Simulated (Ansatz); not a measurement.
**CH3ClF2Si (SMILES C[Si](F)(F)Cl): r2SCAN0/def2-SVP**

What is the vertical ionisation energy of CH3ClF2Si at r2SCAN0/def2-SVP? 

The calculation is run with Ansatz 0.2.0.

126 further runs of the same task are left out: 126 set aside as unsound or not needed.

### Step 1. The structure to begin with

CH3ClF2Si: 8 atoms, total charge 0, spin state singlet. As SMILES, `C[Si](F)(F)Cl`. The coordinates come from a PBE0-D4/def2-TZVP relaxation.

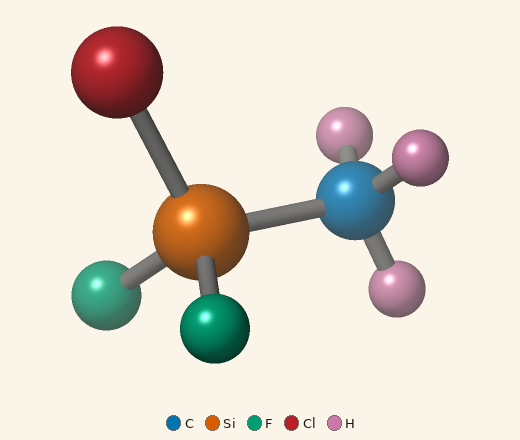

Viewed from a chosen angle; carbon blue, silicon orange, fluorine teal, chlorine red, hydrogen pink.

### Step 2. A single-point energy at r2SCAN0/def2-SVP

Input file in.yaml:

```yaml
crystal:
  periodic: [false, false, false]
  atoms:
    - symbol: C
      position_ang: [-0.808500, -0.299000, 0.512200]
    - symbol: Si
      position_ang: [0.690600, 0.151400, -0.439200]
    - symbol: F
      position_ang: [1.987000, -0.472300, 0.219100]
    - symbol: F
      position_ang: [0.616200, -0.415600, -1.914200]
    - symbol: Cl
      position_ang: [0.963100, 2.158500, -0.560900]
    - symbol: H
      position_ang: [-0.917100, -1.385400, 0.549800]
    - symbol: H
      position_ang: [-0.740200, 0.080400, 1.533400]
    - symbol: H
      position_ang: [-1.698800, 0.124800, 0.044100]
basis:
  gaussian:
    orbitals: def2-SVP
hamiltonian:
  xc: {name: r2SCAN0}
accuracy: high
output: {orbitals: {seedname: orbitals}}
```

On the command line:

```
$ ansatz run in.yaml --threads 1 --pin off --max-ram 3480MiB --events-out events.jsonl --progress --plain --runs-dir runs
```

What it wrote:

```text
Warning: RAYON_NUM_THREADS=1 ignored (pool sized by the plan → 1); use --threads N
Functional definition: r2SCAN0
  name "r2SCAN0"
  parameter a = 0.25
  parameter k0 = 0.174
  parameter k1 = 0.065
  parameter a1 = 4.9479
  exchange = (1 - a)*r2scan_x(k0 = k0, k1 = k1, a1 = a1) + a*exact_x
  correlation = r2scan_c
1970 factors; integrals over basis functions are off by at most 2.4e-8 eV
mean field evaluation 1: about -26903.3577 eV, gradient 5.1e1 eV
mean field evaluation 2: about -26902.6790 eV, gradient 5.5e1 eV
mean field evaluation 4: about -26908.2389 eV, gradient 1.1e0 eV
mean field evaluation 8: about -26908.4396 eV, gradient 9.6e-2 eV
mean field evaluation 16: about -26908.4397 eV, gradient 1.0e-5 eV
mean field -26908.43968150 eV, -988.8669190996 hartree, gradient 4.2e-8 eV, S^2 0.000000; 0 other end points of the search recorded, 0 dependent functions left out
reference -26908.43968200 eV, -988.8669191182 hartree; 29, 29 occupied and 64, 64 virtual orbitals, 1970 factors
Total energy: -26908.43968200 eV, -988.8669191182 hartree
```

Run time: 15 s. Hardware: 1 thread of Arm Neoverse V2, shared host; peak memory 0.39 GiB.

### Step 3. The doublet cation

Input file in.yaml:

```yaml
crystal:
  periodic: [false, false, false]
  atoms:
    - {symbol: C, position_ang: [-0.808500, -0.299000, 0.512200]}
    - {symbol: Si, position_ang: [0.690600, 0.151400, -0.439200]}
    - {symbol: F, position_ang: [1.987000, -0.472300, 0.219100]}
    - {symbol: F, position_ang: [0.616200, -0.415600, -1.914200]}
    - {symbol: Cl, position_ang: [0.963100, 2.158500, -0.560900]}
    - {symbol: H, position_ang: [-0.917100, -1.385400, 0.549800]}
    - {symbol: H, position_ang: [-0.740200, 0.080400, 1.533400]}
    - {symbol: H, position_ang: [-1.698800, 0.124800, 0.044100]}
basis:
  gaussian: {orbitals: def2-SVP}
output: {orbitals: {seedname: orbitals}}
hamiltonian: {xc: {name: r2SCAN0}}
total_charge: 1
magnetization: {spin_polarized: true, initial_magnetization: 1}
accuracy: high
```

On the command line:

```
$ ansatz run in.yaml --threads 1 --pin off --max-ram 3480MiB --events-out events.jsonl --progress --plain --runs-dir runs
```

What it wrote (excerpt; [...] marks lines left out):

```text
Warning: RAYON_NUM_THREADS=1 ignored (pool sized by the plan → 1); use --threads N
[... 8 set-up lines as earlier in the session ...]
1969 factors; integrals over basis functions are off by at most 2.4e-8 eV
mean field evaluation 1: about -26884.1693 eV, gradient 5.5e1 eV
mean field evaluation 2: about -26865.8816 eV, gradient 8.7e1 eV
mean field evaluation 4: about -26895.9962 eV, gradient 2.8e0 eV
mean field evaluation 8: about -26896.2832 eV, gradient 3.1e-1 eV
mean field evaluation 16: about -26896.2876 eV, gradient 7.7e-3 eV
mean field evaluation 32: about -26896.2877 eV, gradient 3.0e-5 eV
mean field -26896.28765013 eV, -988.4203401837 hartree, gradient 3.6e-8 eV, S^2 0.759718; 4 other end points of the search recorded, 0 dependent functions left out
reference -26896.28765124 eV, -988.4203402243 hartree; 29, 28 occupied and 64, 65 virtual orbitals, 1969 factors
Total energy: -26896.28765124 eV, -988.4203402243 hartree
```

Run time: 55 s. Hardware: 1 thread of Arm Neoverse V2, shared host; peak memory 0.65 GiB.

### Step 4. Summary of results

At r2SCAN0/def2-SVP:

| quantity | value |
| --- | --- |
| singlet CH3ClF2Si: total energy | -988.86692 Eh |
| singlet CH3ClF2Si: HOMO energy | -9.80 eV |
| singlet CH3ClF2Si: LUMO energy | 1.78 eV |
| singlet CH3ClF2Si: HOMO–LUMO gap | 11.58 eV |
| doublet cation: total energy | -988.42034 Eh |
| doublet cation: HOMO energy (highest over α and β) | -16.66 eV |
| doublet cation: LUMO energy (lowest over α and β) | -14.37 eV |
| doublet cation: ⟨S²⟩ | 0.760 |
| vertical ionisation energy (to the doublet cation) | 12.152 eV |

What this shows: Removing an electron at fixed nuclei costs 12.15 eV (1172 kJ/mol). The negative HOMO energy of the first species, 9.80 eV, lies 2.35 eV below that difference.
